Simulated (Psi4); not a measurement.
**NH3 (ammonia): HF/pcseg-1**

Aim: the vertical ionisation energy of NH3 (ammonia) at HF/pcseg-1, from 2 runs. 

Program for the calculation: Psi4 1.11.

### Step 1. The structure to begin with

The species is NH3 (4 atoms), meant as a singlet with charge 0. SMILES: `N`. The coordinates come from a PBE0-D4/def2-TZVP relaxation.

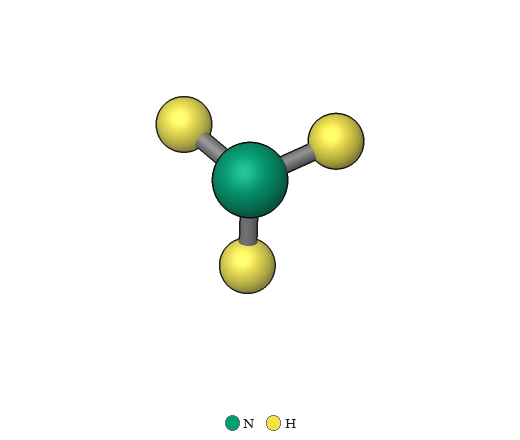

Viewed from a chosen angle; nitrogen teal, hydrogen yellow.

### Step 2. A single-point energy at HF/pcseg-1

job.inp reads:

```
memory 1600 mb

molecule {
  0 1
  N     -0.069910     0.249470     0.110930
  H      0.490470    -0.301820     0.749180
  H     -0.887480    -0.301940    -0.118910
  H      0.466920     0.354280    -0.741200
  symmetry c1
}

set basis pcseg-1
set reference rhf
set puream true
set scf_type pk

energy("scf")
```

Command:

```sh
$ psi4 -i job.inp -o job.out -n 1
```

job.out (excerpt; [...] marks lines left out):

```text
[...]
  Running in c1 symmetry.
[...]
  Nuclear repulsion =   11.949539011427511
[...]
  Multiplicity = 1
[...]
  Nalpha       = 5
  Nbeta        = 5
[...]
    Number of basis functions: 29
[...]
   @RHF iter   1:   -56.09379130978962   -4.44968e-01   1.45731e-02 DIIS/ADIIS
[...]
   @RHF iter   8:   -56.17963536002787   -1.99936e-09   2.18045e-07 DIIS
[...]
    Orbital Energies [Eh]
    ---------------------
    Doubly Occupied:
       1A    -15.526528     2A     -1.138283     3A     -0.625718
       4A     -0.625713     5A     -0.424090
[...]
  @RHF Final Energy:   -56.17963536002787
   => Energetics <=
    Nuclear Repulsion Energy =             11.9495390114275111
    One-Electron Energy =                 -99.5776846381493357
    Two-Electron Energy =                  31.4485102666939476
    Total Energy =                        -56.1796353600278735
[...]
 Multipole Moments:
 ------------------------------------------------------------------------------------
     Multipole            Electronic (a.u.)      Nuclear  (a.u.)        Total (a.u.)
 ------------------------------------------------------------------------------------
 L = 1.  Multiply by 2.5417464519 to convert [e a0] to [Debye]
 Dipole X            :         -0.0375597            0.2156503            0.1780906
 Dipole Y            :          0.1340090           -0.7695439           -0.6355348
 Dipole Z            :          0.0595895           -0.3421840           -0.2825946
 Magnitude           :                                                    0.7179697
[...]
```

It took 2 s on 1 thread of Intel Xeon Platinum 8259CL at 2.50GHz (Skylake/Cascade Lake), shared host; peak memory 0.18 GiB.

### Step 3. The doublet cation, same level

h3n.in reads:

```
memory 1600 MB

molecule geom {
  1 2
  N     -0.069910     0.249470     0.110930
  H      0.490470    -0.301820     0.749180
  H     -0.887480    -0.301940    -0.118910
  H      0.466920     0.354280    -0.741200
  symmetry c1
}

set reference uhf
set puream true
set scf_type pk
set maxiter 100

e, wfn = energy('scf/pcseg-1', return_wfn=True)
```

Command:

```sh
$ psi4 -n 1 h3n.in h3n.out
```

h3n.out (excerpt; [...] marks lines left out):

```text
[...]
  Running in c1 symmetry.
[...]
  Nuclear repulsion =   11.949539011427511
[...]
  Multiplicity = 2
[...]
  Nalpha       = 5
  Nbeta        = 4
[...]
    Number of basis functions: 29
[...]
   @UHF iter   1:   -55.80009635354735   -1.51273e-01   7.43950e-03 DIIS/ADIIS
[...]
   @UHF iter   9:   -55.83531041756599   -1.30562e-09   2.59831e-07 DIIS
[...]
   @S^2 Observed:                7.567259062E-01
[...]
    Orbital Energies [Eh]
    ---------------------
    Alpha Occupied:
       1A    -16.013670     2A     -1.606457     3A     -1.055030
       4A     -1.055026     5A     -0.970778
    Alpha Virtual:
       6A     -0.112219     7A     -0.033943     8A     -0.033942
       9A      0.350115    10A      0.350123    11A      0.446197
      12A      0.550749    13A      0.637988    14A      0.637989
      15A      0.966259    16A      1.270078    17A      1.270087
      18A      1.725148    19A      1.847924    20A      2.006768
      21A      2.006781    22A      2.187428    23A      2.187438
      24A      2.558183    25A      2.803669    26A      2.803680
[...]
  @UHF Final Energy:   -55.83531041756599
   => Energetics <=
    Nuclear Repulsion Energy =             11.9495390114275111
    One-Electron Energy =                 -95.3557144401142125
    Two-Electron Energy =                  27.5708650111207163
    Total Energy =                        -55.8353104175659922
  UHF NO Occupations:
  HONO-2 :    3  A 1.9990110
  HONO-1 :    4  A 1.9986134
  HONO-0 :    5  A 1.0000000
  LUNO+0 :    6  A 0.0013866
  LUNO+1 :    7  A 0.0009890
[...]
 Multipole Moments:
 ------------------------------------------------------------------------------------
     Multipole            Electronic (a.u.)      Nuclear  (a.u.)        Total (a.u.)
 ------------------------------------------------------------------------------------
 L = 1.  Multiply by 2.5417464519 to convert [e a0] to [Debye]
 Dipole X            :         -0.0845302            0.2156503            0.1311200
 Dipole Y            :          0.3016458           -0.7695439           -0.4678981
 Dipole Z            :          0.1341307           -0.3421840           -0.2080533
 Magnitude           :                                                    0.5285899
[...]
```

Run time: 2 s. Hardware: 1 thread of Intel Xeon Platinum 8259CL at 2.50GHz (Skylake/Cascade Lake), shared host; peak memory 0.18 GiB.

### Step 4. Results

Level: HF/pcseg-1.

```
                                          quantity         value
                         singlet NH3: total energy  -56.17964 Eh
                        singlet NH3: dipole moment        1.82 D
                          singlet NH3: HOMO energy     -11.54 eV
                          singlet NH3: LUMO energy       4.42 eV
                        singlet NH3: HOMO–LUMO gap      15.96 eV
                      doublet cation: total energy  -55.83531 Eh
doublet cation: HOMO energy (highest over α and β)     -26.42 eV
 doublet cation: LUMO energy (lowest over α and β)      -7.60 eV
                              doublet cation: ⟨S²⟩         0.757
vertical ionisation energy (to the doublet cation)      9.370 eV
```

In words: The vertical ionisation energy comes to 9.37 eV (216 kcal/mol). −ε(HOMO) before ionisation, 11.54 eV, is 2.17 eV above this ionisation energy.
